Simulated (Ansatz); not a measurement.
## Geometry relaxation of SiF$_{2}$

System: SiF$_{2}$, SMILES F[Si]F.
Method: MP2/6-31G*, RHF (Ansatz 0.2.0).

The geometry comes from this level: PBE0-D4/def2-TZVP. Figures and captions count atoms from 1; the log counts them from 0 in places.

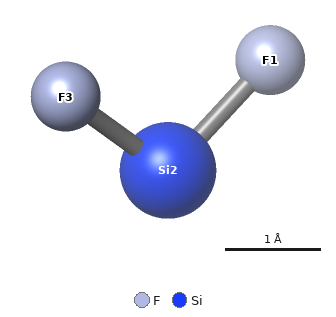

**Figure 1.** The input geometry (ball-and-stick view, seen at a tilt; atoms are numbered from 1 in the order of the input). Bond lengths as drawn: F–Si 1.60 Å.

## Summary

| quantity | value |
| --- | --- |
| outcome | converged |
| total energy | −488.304409 hartree |
| SCF energy | −487.883701 hartree |
| MP2 energy | −488.304409 hartree |
| correlation energy | −0.420708 hartree |
| basis functions | 49 |
| largest force | 0.000 eV/Å |
| SCF solution under orbital rotations | stable |
| HOMO of the SCF reference | −10.98 eV |
| LUMO of the SCF reference | 1.16 eV |
| hardware | 1 thread of Arm Neoverse V2, 24 GiB of memory available, shared host |
| wall time | 2.9 s |
| peak memory | 0.095 GiB |

## The input
```yaml
crystal:
  periodic: [false, false, false]
  atoms:
    - {symbol: F, position_ang: [0.166300, 1.246800, 0.229400]}
    - {symbol: Si, position_ang: [-0.594900, -0.046400, -0.330100]}
    - {symbol: F, position_ang: [0.428600, -1.200400, 0.100700]}
basis:
  gaussian:
    orbitals: "6-31G*"
correlation:
  method: mp2
relax:
  f_tol: 0.002
output: {orbitals: {seedname: orbitals}}
```

Run as:
```bash
ansatz run job.yaml --threads 1 --pin off --max-ram 3480MiB --events-out events.jsonl --progress --plain --runs-dir runs
```

## What the program printed
```
The last accepted step is kept in runs//last_step.txt (removed where the run ends without a failure and the disk answers)
Functional definition: HF
  name "HF"
  exchange = exact_x
  correlation = 0
these checks for a lower state are left out or cut short: cluster_reference
448 factors; integrals over basis functions are off by at most 1.4e-4 eV
mean field evaluation 1: about -13273.9982 eV, gradient 3.3e1 eV
mean field evaluation 2: about -13274.0087 eV, gradient 3.4e1 eV
mean field evaluation 4: about -13276.0001 eV, gradient 1.4e0 eV
mean field evaluation 8: about -13276.0132 eV, gradient 6.4e-5 eV
mean field -13276.01322168 eV, -487.8844870917 hartree, gradient 2.1e-6 eV, S^2 0.000000; 0 other end points of the search recorded, 0 dependent functions left out
7 core orbitals not correlated: weight in the atoms' cores, before any rotation towards them, 1.000 or more for the frozen orbitals, at most 0.000 for the correlated occupied ones
reference -13276.01322168 eV, -487.8844870917 hartree; 9, 9 occupied and 33, 33 virtual orbitals, 448 factors
second order -11.41757165 eV of doubles, -0.00000000 eV of singles
the calculation of the forces begins
relax step   1: F+E_penalty+E_count = -13287.43079333 eV  Δ(F+E_penalty+E_count) = +0.000e0 eV  max|allowed force component| = 5.901e-1 eV/Å  Δτ_max = 0.0000 Å  (40 SCF iters, accepted)
these checks for a lower state are left out or cut short: starts, cluster_reference, orbital_swaps, neighbouring_geometries, increment
448 factors; integrals over basis functions are off by at most 1.5e-4 eV
mean field evaluation 16: about -13275.9915 eV, gradient 5.1e-4 eV
mean field -13276.00598003 eV, -487.8842209660 hartree, gradient 1.1e-6 eV, S^2 0.000000; 0 other end points of the search recorded, 0 dependent functions left out
7 core orbitals not correlated: weight in the atoms' cores, before any rotation towards them, 1.000 or more for the frozen orbitals, at most 0.000 for the correlated occupied ones
reference -13276.00598003 eV, -487.8842209660 hartree; 9, 9 occupied and 33, 33 virtual orbitals, 448 factors
second order -11.43100018 eV of doubles, -0.00000000 eV of singles
the calculation of the forces begins
relax step   2: F+E_penalty+E_count = -13287.43698021 eV  Δ(F+E_penalty+E_count) = -6.187e-3 eV  max|allowed force component| = 3.368e-1 eV/Å  Δτ_max = 0.0069 Å  (38 SCF iters, accepted)
these checks for a lower state are left out or cut short: starts, cluster_reference, orbital_swaps, neighbouring_geometries, increment
448 factors; integrals over basis functions are off by at most 1.6e-4 eV
mean field evaluation 32: about -13275.9922 eV, gradient 1.1e-6 eV
mean field -13275.99215455 eV, -487.8837128891 hartree, gradient 1.1e-6 eV, S^2 0.000000; 0 other end points of the search recorded, 0 dependent functions left out
7 core orbitals not correlated: weight in the atoms' cores, before any rotation towards them, 1.000 or more for the frozen orbitals, at most 0.000 for the correlated occupied ones
reference -13275.99215455 eV, -487.8837128891 hartree; 9, 9 occupied and 33, 33 virtual orbitals, 448 factors
second order -11.44770702 eV of doubles, -0.00000000 eV of singles
the calculation of the forces begins
relax step   3: F+E_penalty+E_count = -13287.43986158 eV  Δ(F+E_penalty+E_count) = -2.881e-3 eV  max|allowed force component| = 2.118e-2 eV/Å  Δτ_max = 0.0083 Å  (38 SCF iters, accepted)
these checks for a lower state are left out or cut short: starts, cluster_reference, orbital_swaps, neighbouring_geometries, increment
448 factors; integrals over basis functions are off by at most 1.6e-4 eV
mean field -13275.99202395 eV, -487.8837080895 hartree, gradient 1.3e-6 eV, S^2 0.000000; 0 other end points of the search recorded, 0 dependent functions left out
7 core orbitals not correlated: weight in the atoms' cores, before any rotation towards them, 1.000 or more for the frozen orbitals, at most 0.000 for the correlated occupied ones
reference -13275.99202395 eV, -487.8837080895 hartree; 9, 9 occupied and 33, 33 virtual orbitals, 448 factors
second order -11.44784737 eV of doubles, -0.00000000 eV of singles
the calculation of the forces begins
relax step   4: F+E_penalty+E_count = -13287.43987132 eV  Δ(F+E_penalty+E_count) = -9.740e-6 eV  max|allowed force component| = 9.567e-3 eV/Å  Δτ_max = 0.0005 Å  (29 SCF iters, accepted)
these checks for a lower state are left out or cut short: starts, cluster_reference, orbital_swaps, neighbouring_geometries, increment
448 factors; integrals over basis functions are off by at most 1.6e-4 eV
mean field -13275.99182181 eV, -487.8837006611 hartree, gradient 9.0e-7 eV, S^2 0.000000; 0 other end points of the search recorded, 0 dependent functions left out
7 core orbitals not correlated: weight in the atoms' cores, before any rotation towards them, 1.000 or more for the frozen orbitals, at most 0.000 for the correlated occupied ones
reference -13275.99182181 eV, -487.8837006611 hartree; 9, 9 occupied and 33, 33 virtual orbitals, 448 factors
second order -11.44805169 eV of doubles, -0.00000000 eV of singles
the calculation of the forces begins
relax step   5: F+E_penalty+E_count = -13287.43987350 eV  Δ(F+E_penalty+E_count) = -2.179e-6 eV  max|allowed force component| = 2.196e-4 eV/Å  Δτ_max = 0.0003 Å  (29 SCF iters, accepted)
these checks for a lower state are left out or cut short: cluster_reference
448 factors; integrals over basis functions are off by at most 1.6e-4 eV
mean field evaluation 64: about -13275.9918 eV, gradient 2.3e-6 eV
```

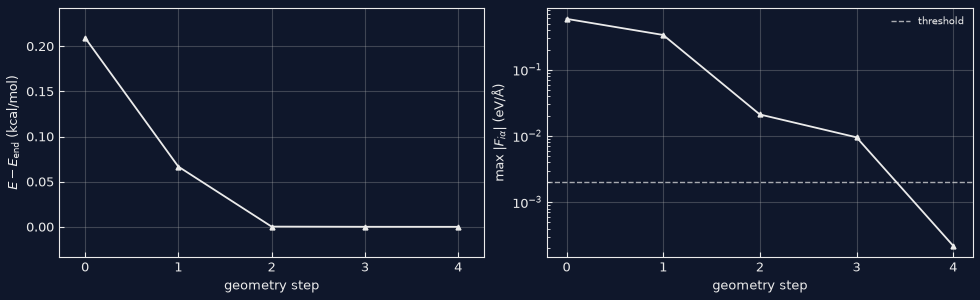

**Figure 2.** Progress of the relaxation, step by step (the first geometry is step 0 here and step 1 in the log). The largest moves after the best rigid fit, 0.015 Å, are those of F1 and F3. By element the largest moves are F 0.015 Å, Si 0.005 Å. Among the contacts that change: F1–Si2 1.602 → 1.617 Å. Over 4 geometry steps the energy falls by 0.21 kcal/mol. The largest force component goes from 0.59 to 0.00022 eV/Å. (Atoms are counted from 1 in the order of the input.)

```
mean field -13275.99182181 eV, -487.8837006611 hartree, gradient 9.0e-7 eV, S^2 0.000000; 1 other end points of the search recorded, 0 dependent functions left out
7 core orbitals not correlated: weight in the atoms' cores, before any rotation towards them, 1.000 or more for the frozen orbitals, at most 0.000 for the correlated occupied ones
reference -13275.99182181 eV, -487.8837006611 hartree; 9, 9 occupied and 33, 33 virtual orbitals, 448 factors
second order -11.44805169 eV of doubles, -0.00000000 eV of singles
the calculation of the forces begins
Total energy: -13287.43987350 eV, -488.3044088007 hartree
Atom 0 at     0.166732     1.261415     0.231260 Å, force    -0.000041    -0.000220    -0.000047 eV/Å
Atom 1 at    -0.598864    -0.046709    -0.332299 Å, force     0.000128     0.000010     0.000071 eV/Å
Atom 2 at     0.432132    -1.214706     0.101039 Å, force    -0.000087     0.000210    -0.000024 eV/Å
Dipole moment:    -0.196242    -0.015307    -0.108891 e Å
Checks for a lower state left out: cluster_reference
```

## Trajectory as extended XYZ (Å, eV, eV/Å), 5 frames, from step=1 to step=5
```
3
Properties=species:S:1:pos:R:3:forces:R:3 step=1 energy=-13287.43079
F     0.1663    1.2468    0.2294    0.2446   0.4940   0.1885
Si   -0.5949   -0.0464   -0.3301   -0.5901  -0.0460  -0.3274
F     0.4286   -1.2004    0.1007    0.3455  -0.4480   0.1389
3
Properties=species:S:1:pos:R:3:forces:R:3 step=2 energy=-13287.43698
F     0.1662    1.2537    0.2301    0.1405   0.2734   0.1071
Si   -0.5961   -0.0465   -0.3308   -0.3368  -0.0263  -0.1869
F     0.4300   -1.2072    0.1007    0.1963  -0.2471   0.0797
3
Properties=species:S:1:pos:R:3:forces:R:3 step=3 energy=-13287.43986
F     0.1663    1.2619    0.2311    0.0100   0.0060   0.0061
Si   -0.5982   -0.0467   -0.3319   -0.0212  -0.0017  -0.0118
F     0.4318   -1.2152    0.1008    0.0111  -0.0043   0.0056
3
Properties=species:S:1:pos:R:3:forces:R:3 step=4 energy=-13287.43987
F     0.1666    1.2616    0.2312    0.0045   0.0033   0.0028
Si   -0.5986   -0.0467   -0.3321   -0.0096  -0.0007  -0.0053
F     0.4320   -1.2149    0.1010    0.0051  -0.0026   0.0025
3
Properties=species:S:1:pos:R:3:forces:R:3 step=5 energy=-13287.43987
F     0.1667    1.2614    0.2313    0.0000  -0.0002   0.0000
Si   -0.5989   -0.0467   -0.3323    0.0001   0.0000   0.0001
F     0.4321   -1.2147    0.1010   -0.0001   0.0002   0.0000
```

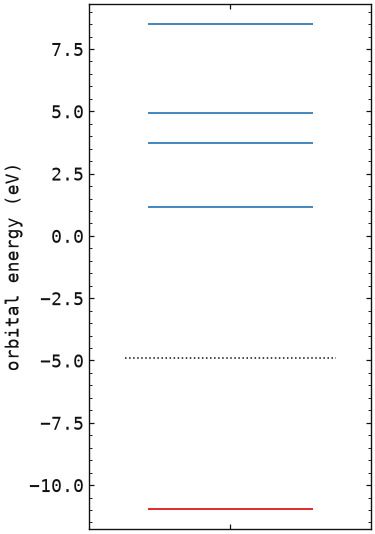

**Figure 3.** Orbital energies near the frontier (SCF reference); the dotted line parts filled from empty levels, and levels within 0.02 eV of each other stand side by side. Highest filled −10.98 eV, lowest empty 1.16 eV, 12.14 eV apart.
